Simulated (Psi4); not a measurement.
# Excited-state calculation of BH$_{3}$Cl (charge −1)

- system: BH$_{3}$Cl, charge −1
- method: TDDFT (PBE)/cc-pVDZ, RKS (Psi4 1.11)

The geometry was optimised with PBE/cc-pVDZ.

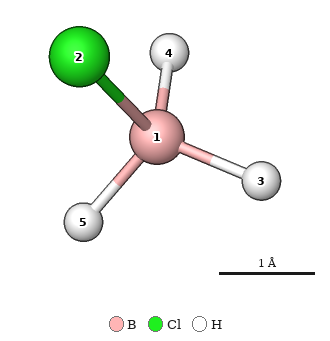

Fig. 1: The structure as given in the input (ball-and-stick view, seen at an oblique angle; atoms are numbered from 1 in the order of the input). Bond lengths as drawn: B–Cl 1.98 Å and B–H 1.24 Å.

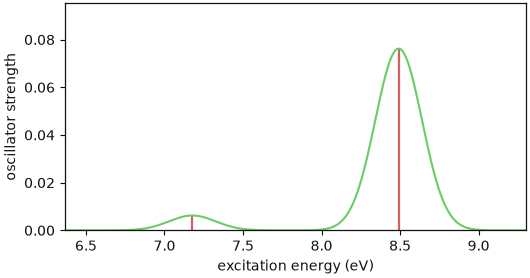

Fig. 2: Computed excitations as sticks (degenerate states added up, dark ones marked on the axis), with a Gaussian envelope of 0.35 eV full width at half maximum, scaled to the tallest. Of the 4 states the lowest lies at 7.18 eV (f = 0.003); the strongest line is at 8.49 eV, or 146 nm (f = 0.076, summed over 2 states that lie within 0.004 eV).

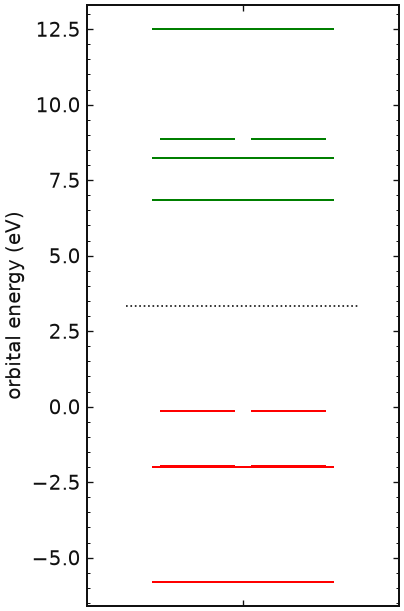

Fig. 3: Orbital energies near the frontier; the dotted line parts filled from empty levels, and levels within 0.02 eV of each other stand side by side. Highest filled −0.15 eV, lowest empty 6.83 eV, 6.98 eV apart.

The input that produced these results follows, with the program's output.

**Input (bclh3.in)**
```python
memory 1.6 GB

molecule {
  -1 1
  B     -0.001751     0.002728    -0.238638
  Cl     0.013795    -0.021550     1.737962
  H      1.182994     0.012368    -0.616184
  H     -0.602813     1.033163    -0.589627
  H     -0.594119    -1.023806    -0.614913
  units angstrom
}

set basis cc-pVDZ
set save_jk true

from psi4.driver.procrouting.response.scf_response import tdscf_excitations
energy_value, wavefunction = energy("pbe", return_wfn=True)
states = tdscf_excitations(wavefunction, states=4, tda=False)
```

Launched with:
```bash
psi4 -i bclh3.in -o bclh3.out -n 1
```

**What the program printed**
```
Psi4 1.11 release

   => Loading Basis Set <=

    Name: CC-PVDZ
    Role: ORBITAL
    Keyword: BASIS

         ---------------------------------------------------------
                                   SCF
                              RKS Reference
                        1 Threads,   1525 MiB Core
         ---------------------------------------------------------

  ==> Geometry <==

    Molecular point group: c1
    Full point group: C1

    Geometry (in Angstrom), charge = -1, multiplicity = 1:

       Center              X                  Y                   Z               Mass
    ------------   -----------------  -----------------  -----------------  -----------------
         B           -0.010915408102     0.017046918503    -1.387830867696    11.009305360000
         CL           0.004630591898    -0.007231081497     0.588769132304    34.968852682000
         H            1.173829591898     0.026686918503    -1.765376867696     1.007825032230
         H           -0.611977408102     1.047481918503    -1.738819867696     1.007825032230
         H           -0.603283408102    -1.009487081497    -1.764105867696     1.007825032230

  Running in c1 symmetry.

  Rotational constants: A =      3.95261  B =      0.37635  C =      0.37635 [cm^-1]
  Rotational constants: A = 118496.32630  B =  11282.73284  C =  11282.72495 [MHz]
  Nuclear repulsion =   40.175559914065985

  Charge       = -1
  Multiplicity = 1
  Electrons    = 26
  Nalpha       = 13
  Nbeta        = 13

  ==> Algorithm <==

  SCF Algorithm Type is DF.
  DIIS enabled.
  MOM disabled.
  Fractional occupation disabled.
  Guess Type is SAD.
  Energy threshold   = 1.00e-06
  Density threshold  = 1.00e-06
  Integral threshold = 1.00e-12

  ==> Primary Basis <==

  Basis Set: CC-PVDZ
    Blend: CC-PVDZ
    Number of shells: 23
    Number of basis functions: 47
    Number of Cartesian functions: 49
    Spherical Harmonics?: true
    Max angular momentum: 2

  ==> DFT Potential <==

   => LibXC <=

    Version 7.1.2

   => Composite Functional: PBE <=

    PBE GGA Exchange-Correlation Functional

    Deriv               =              1
    GGA                 =           TRUE
    Meta                =          FALSE

    Exchange Hybrid     =          FALSE
    MP2 Hybrid          =          FALSE

   => Exchange Functionals <=

    1.0000     XC_GGA_X_PBE

   => Correlation Functionals <=

    1.0000     XC_GGA_C_PBE

   => LibXC Density Thresholds  <==

    XC_GGA_C_PBE:  1.00E-12
    XC_GGA_X_PBE:  1.00E-15

   => Molecular Quadrature <=

    Radial Scheme          =       TREUTLER
    Pruning Scheme         =           NONE
    Nuclear Scheme         =       TREUTLER

    Blocking Scheme        =         OCTREE
    BS radius alpha        =              1
    Pruning alpha          =              1
    Radial Points          =             75
    Spherical Points       =            302
    Total Points           =         108070
    Total Blocks           =            878
    Max Points             =            255
    Max Functions          =             47
    Weights Tolerance      =       1.00E-15

   => Loading Basis Set <=

    Name: (CC-PVDZ AUX)
    Role: JKFIT
    Keyword: DF_BASIS_SCF

  ==> Integral Setup <==

  DFHelper Memory: AOs need 0.005 GiB; user supplied 0.973 GiB.
  SCF_SUBTYPE=INCORE selected. In-core MEM_DF algorithm will be used.
  Using in-core AOs.

  ==> MemDFJK: Density-Fitted J/K Matrices <==

    J tasked:                   Yes
    K tasked:                    No
    wK tasked:                   No
    Memory [MiB]:               996
    Algorithm:                 Core
    Schwarz Cutoff:           1E-12
    Mask sparsity (%):       0.0000
    Fitting Condition:        1E-10

   => Auxiliary Basis Set <=

  Basis Set: (CC-PVDZ AUX)
    Blend: CC-PVDZ-JKFIT
    Number of shells: 87
    Number of basis functions: 251
    Number of Cartesian functions: 286
    Spherical Harmonics?: true
    Max angular momentum: 3

  Cached 100.0% of DFT collocation blocks in 0.144 [GiB].

  Minimum eigenvalue in the overlap matrix is 1.0012953951E-02.
  Reciprocal condition number of the overlap matrix is 2.3365468552E-03.
    Using symmetric orthogonalization.

  ==> Pre-Iterations <==

  SCF Guess: Superposition of Atomic Densities via on-the-fly atomic UHF (no occupation information).

   -------------------------
    Irrep   Nso     Nmo
   -------------------------
     A         47      47
   -------------------------
    Total      47      47
   -------------------------

  ==> Iterations <==

                           Total Energy        Delta E     RMS |[F,P]|

   @DF-RKS iter SAD:  -486.18720762918991   -4.86187e+02   0.00000e+00
   @DF-RKS iter   1:  -486.43856939249082   -2.51362e-01   1.16633e-02 ADIIS/DIIS
   @DF-RKS iter   2:  -486.33501606447703    1.03553e-01   1.37880e-02 ADIIS/DIIS
   @DF-RKS iter   3:  -486.67260451386460   -3.37588e-01   1.34898e-03 ADIIS/DIIS
   @DF-RKS iter   4:  -486.67453283596080   -1.92832e-03   4.74426e-04 ADIIS/DIIS
   @DF-RKS iter   5:  -486.67482613748604   -2.93302e-04   1.29608e-04 ADIIS/DIIS
   @DF-RKS iter   6:  -486.67485128965734   -2.51522e-05   1.52754e-05 DIIS
   @DF-RKS iter   7:  -486.67485161311902   -3.23462e-07   3.17125e-06 DIIS
   @DF-RKS iter   8:  -486.67485163232783   -1.92088e-08   3.53078e-07 DIIS
  Energy and wave function converged.

  ==> Post-Iterations <==

   Electrons on quadrature grid:
      Ntotal   =   25.9999987044 ; deviation = -1.296e-06

    Orbital Energies [Eh]
    ---------------------

    Doubly Occupied:

       1A   -100.411903     2A     -8.910218     3A     -6.731849
       4A     -6.725586     5A     -6.725586     6A     -6.273742
       7A     -0.479349     8A     -0.213187     9A     -0.073427
      10A     -0.071784    11A     -0.071784    12A     -0.005532
      13A     -0.005531

    Virtual:

      14A      0.251026    15A      0.301978    16A      0.326281
      17A      0.326282    18A      0.459553    19A      0.459555
      20A      0.459759    21A      0.644218    22A      0.717552
      23A      0.717552    24A      0.746424    25A      0.768120
      26A      0.768121    27A      0.802008    28A      0.802010
      29A      0.827223    30A      0.929517    31A      0.929518
      32A      1.023250    33A      1.112704    34A      1.112710
      35A      1.256082    36A      1.393406    37A      1.393410
      38A      1.493284    39A      1.505067    40A      1.749375
      41A      1.749382    42A      1.861755    43A      2.139081
      44A      2.139086    45A      2.316810    46A      2.316812
      47A      2.374488

    Final Occupation by Irrep:
              A
    DOCC [    13 ]
    NA   [    13 ]
    NB   [    13 ]

  @DF-RKS Final Energy:  -486.67485163232783

   => Energetics <=

    Nuclear Repulsion Energy =             40.1755599140659854
    One-Electron Energy =                -756.6495046616271338
    Two-Electron Energy =                 263.1864283703366709
    DFT Exchange-Correlation Energy =     -33.3873352551033165
    Empirical Dispersion Energy =           0.0000000000000000
    VV10 Nonlocal Energy =                  0.0000000000000000
    Total Energy =                       -486.6748516323278295

Computation Completed

Properties will be evaluated at   0.000000,   0.000000,   0.000000 [a0]

Properties computed using the SCF density matrix

 Multipole Moments:

 ------------------------------------------------------------------------------------
     Multipole            Electronic (a.u.)      Nuclear  (a.u.)        Total (a.u.)
 ------------------------------------------------------------------------------------

 L = 1.  Multiply by 2.5417464519 to convert [e a0] to [Debye]
 Dipole X            :          0.0424738           -0.0326700            0.0098038
 Dipole Y            :         -0.0663042            0.0509999           -0.0153043
 Dipole Z            :          5.4007745           -4.1543393            1.2464352
 Magnitude           :                                                    1.2465677

 ------------------------------------------------------------------------------------

	total time  =          3 seconds =       0.05 minutes

******************************************************************************************
**********                               WARNING                                **********
**********       The names of excited state variables changed between 1.5       **********
**********     and 1.6. For a quick solution, remove the symmetry specifier     **********
**********   from the variable name. For full details, see 'Notes on Psivars'   **********
**********                        in the documentation.                         **********
******************************************************************************************

         ---------------------------------------------------------
                         TDSCF excitation energies
         ---------------------------------------------------------

  ==> Options <==

     Residual threshold  : 1.0000e-04
     Initial guess       : denominators
     Reference           : RHF
     Solver type         : RPA (Hamiltonian)

  ==> Requested Excitations <==

      4 singlet states with A symmetry

  ==> Seeking the lowest 4 singlet states with A symmetry

                        Generalized Hamiltonian Solver

  ==> Options <==

    Max number of iterations        = 60
    Eigenvector tolerance           = 1.0000e-04
    Max number of expansion vectors = 800

  => Iterations <=
                              Max[D[value]]     Max[|R|]   # vectors
  HamiltonianSolver iter   1:   3.13311e-01  9.88189e-02     16
  HamiltonianSolver iter   2:   2.91200e-03  3.01297e-02     20
  HamiltonianSolver iter   3:   1.75571e-04  1.00435e-02     28
  HamiltonianSolver iter   4:   1.61565e-05  3.95667e-03     36
  HamiltonianSolver iter   5:   1.44358e-06  1.26045e-03     44
  HamiltonianSolver iter   6:   9.32062e-08  5.62597e-04     52
  HamiltonianSolver iter   7:   1.82763e-08  1.76477e-04     60
  HamiltonianSolver iter   8:   1.80735e-09  9.31637e-05     64      Converged

******************************************************************************************
**********                               WARNING                                **********
**********  Length-gauge rotatory strengths are **NOT** gauge-origin invariant  **********
******************************************************************************************

                                    Excitation Energy         Total Energy        Oscillator Strength             Rotatory Strength
     #   Sym: GS->ES (Trans)        au              eV              au          au (length)    au (velocity)    au (length)    au (velocity)
    ---- -------------------- --------------- --------------- --------------- --------------- --------------- --------------- ---------------
     1        A->A (1 A)       0.26376         7.17723        -486.41109       0.0031          0.0093          0.0000          0.0000
     2        A->A (1 A)       0.26376         7.17725        -486.41109       0.0031          0.0093         -0.0000         -0.0000
     3        A->A (1 A)       0.31204         8.49091        -486.36282       0.0381          0.0585          0.0000          0.0000
     4        A->A (1 A)       0.31204         8.49094        -486.36282       0.0381          0.0585         -0.0000         -0.0000

Contributing excitations and de-excitations
Only contributions with abs(coeff) > 1.00e-01 will be printed:

Excited State    1 (1 A):   0.26376 au   172.75 nm f = 0.0031
  Sums of squares: Xssq =  1.000735e+00; Yssq =  7.351160e-04; Xssq - Yssq =  1.000000e+00
     13a  ->  14a    -0.994566 (98.916%)

Excited State    2 (1 A):   0.26376 au   172.75 nm f = 0.0031
  Sums of squares: Xssq =  1.000735e+00; Yssq =  7.350993e-04; Xssq - Yssq =  1.000000e+00
     12a  ->  14a    -0.994566 (98.916%)

Excited State    3 (1 A):   0.31204 au   146.02 nm f = 0.0381
  Sums of squares: Xssq =  1.000364e+00; Yssq =  3.636869e-04; Xssq - Yssq =  1.000000e+00
     13a  ->  15a     0.984943 (97.011%)

Excited State    4 (1 A):   0.31204 au   146.02 nm f = 0.0381
  Sums of squares: Xssq =  1.000364e+00; Yssq =  3.637223e-04; Xssq - Yssq =  1.000000e+00
     12a  ->  15a     0.984940 (97.011%)

******************************************************************************************
**********                               WARNING                                **********
**********       The names of excited state variables changed between 1.5       **********
**********     and 1.6. For a quick solution, remove the symmetry specifier     **********
**********   from the variable name. For full details, see 'Notes on Psivars'   **********
**********                        in the documentation.                         **********
******************************************************************************************

    Psi4 run time: 0:00:09.09
```

**Results in brief**

| quantity | value |
| --- | --- |
| outcome | converged |
| total energy | −486.674852 hartree |
| basis functions | 47 |
| HOMO | −0.15 eV |
| LUMO | 6.83 eV |
| lowest excitation | 7.18 eV |
| hardware | 1 thread of Intel Xeon (Sapphire Rapids), 64 GiB of memory available, shared host |
| wall time | 11 s |
| peak memory | 0.4 GiB |
